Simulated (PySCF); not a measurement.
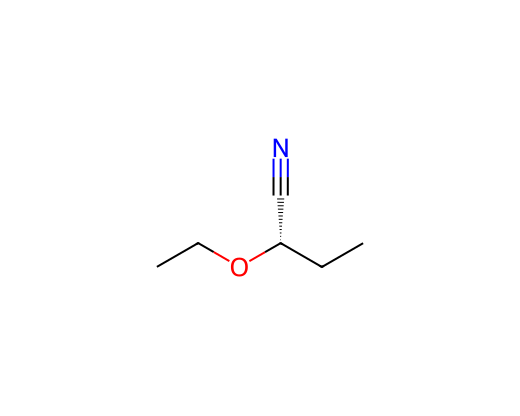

> Write the SMILES.

CCO[C@H](C#N)CC

> What is the molecular formula?

C6H11NO.

> An optimisation with PBE0-D3(BJ)/def2-SVP gave a structure of which point group?

C1.

The parts below concern this one geometry. Atoms keep their numbers from picture to picture. The computed structure is the end point of a PBE0-D3(BJ)/def2-SVP optimisation. No frequency run is at hand to confirm it as a minimum.

**NMR shielding**

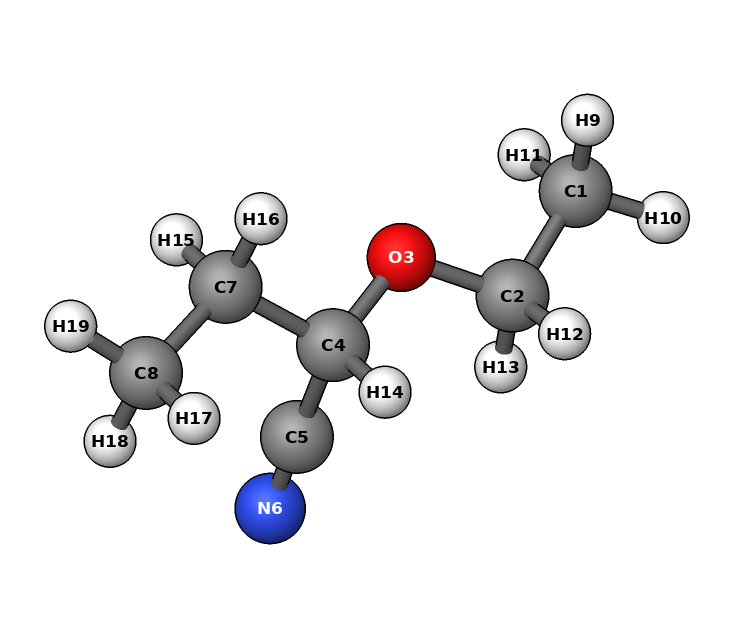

No frequency run is at hand to confirm it as a minimum. Level of theory: GIAO PBE0/pcSseg-1 NMR shielding, non-relativistic, IEF-PCM cyclohexane (PySCF 2.14.0). Principal shieldings σ11 ≤ σ22 ≤ σ33, span Ω = σ33 − σ11, skew κ = 3(σiso − σ22)/Ω.

> Which C atom has the most anisotropic shielding?

C5, with a span of 353 ppm.

Give the shielding tensors of the C atoms.

```json
{"atom": "C1", "σ11": "152.9", "σ22": "166.1", "σ33": "184.4", "σiso": "167.8", "Ω": "31.5", "κ": "0.16"}
{"atom": "C2", "σ11": "83.4", "σ22": "102.0", "σ33": "165.7", "σiso": "117.0", "Ω": "82.2", "κ": "0.55"}
{"atom": "C4", "σ11": "82.4", "σ22": "98.6", "σ33": "155.8", "σiso": "112.2", "Ω": "73.4", "κ": "0.56"}
{"atom": "C5", "σ11": "−60.3", "σ22": "−54.9", "σ33": "292.3", "σiso": "59.1", "Ω": "352.7", "κ": "0.97"}
{"atom": "C7", "σ11": "134.8", "σ22": "158.0", "σ33": "170.2", "σiso": "154.3", "Ω": "35.3", "κ": "−0.31"}
{"atom": "C8", "σ11": "166.8", "σ22": "168.8", "σ33": "186.5", "σiso": "174.0", "Ω": "19.7", "κ": "0.79"}
```

Shieldings and span in ppm.

**Electronic properties**

No frequency run is at hand to confirm it as a minimum. Method: CAM-B3LYP/def2-SVPD in tetrahydrofuran (IEF-PCM) (PySCF 2.14.0). Excitations: vertical, linear response.

What does the calculation give?

- dipole moment: 4.20 D
- HOMO energy (Kohn–Sham orbital): −9.61 eV
- LUMO energy (Kohn–Sham orbital): 1.23 eV
- HOMO–LUMO gap: 10.84 eV
- mean static polarisability: 101.5 bohr³
- lowest vertical singlet excitation: 7.34 eV
- its oscillator strength: 0.002

**Charges**

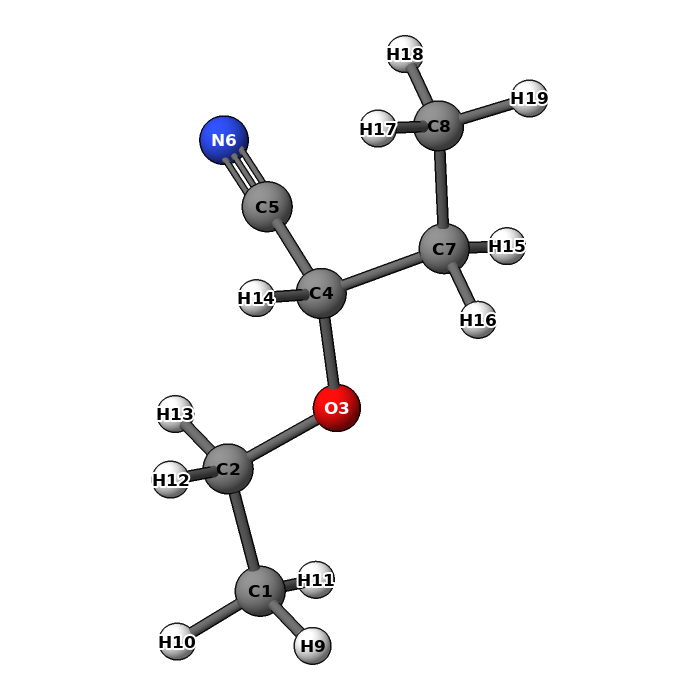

The questions are on ESP-fitted charges. No frequency run is at hand to confirm it as a minimum. Properties computed with PBE0/pcSseg-1 in cyclohexane (IEF-PCM) (PySCF 2.14.0).

List the ESP-fitted charges.

| atom | value (e) |
| --- | --- |
| C1 | −0.43 |
| C2 | 0.51 |
| O3 | −0.56 |
| C4 | 0.37 |
| C5 | 0.21 |
| N6 | −0.45 |
| C7 | 0.14 |
| C8 | −0.40 |
| H9 | 0.12 |
| H10 | 0.10 |
| H11 | 0.13 |
| H12 | −0.05 |
| H13 | −0.03 |
| H14 | 0.01 |
| H15 | 0.02 |
| H16 | 0.01 |
| H17 | 0.09 |
| H18 | 0.11 |
| H19 | 0.11 |

**Quadrupole coupling**

No frequency run is at hand to confirm it as a minimum. Electric field gradients from the ground-state density, PBE0/pcSseg-1 in cyclohexane (IEF-PCM) (PySCF 2.14.0), non-relativistic apart from any core potentials.

Give the largest field-gradient component, the quadrupole coupling constant and the asymmetry for 17O at O3 (Q = −25.6 mb), 14N at N6 (Q = 20.44 mb), 2H at H9 (Q = 2.86 mb), 2H at H10 (Q = 2.86 mb).

```
atom  V_zz (a.u.)  e²qQ/h (MHz)     η
  O3       −1.993         11.99  1.00
  N6       −0.940         −4.51  0.13
  H9        0.291         0.196  0.03
 H10        0.292         0.196  0.03
```
